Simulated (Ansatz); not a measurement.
Start from BaTiO$_{3}$ (space group P4mm, No. 99; a = 3.972 Å, c = 4.113 Å).

The change: a hydrostatic pressure of 30 GPa.

Level of theory: Ansatz (a first-principles code), r2SCAN, PAW, cutoff 500 eV, scalar-relativistic without spin-orbit coupling.

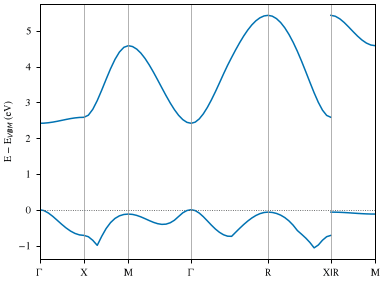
Figure. Highest valence and lowest conduction band along the path of the changed cell's own zone

The gap is 2.41 eV, direct at Γ; the base has 2.23 eV.

Load acts through the strain it causes; cell and atoms are relaxed under it. Stability against distortions was not tested. No other phases were tried under pressure. All final runs are without spin polarisation. Along this pressure series the structure jumps between pressure 9 GPa and pressure 18 GPa; cells beyond that are another form of it. k-point labels follow each cell's own Brillouin zone.
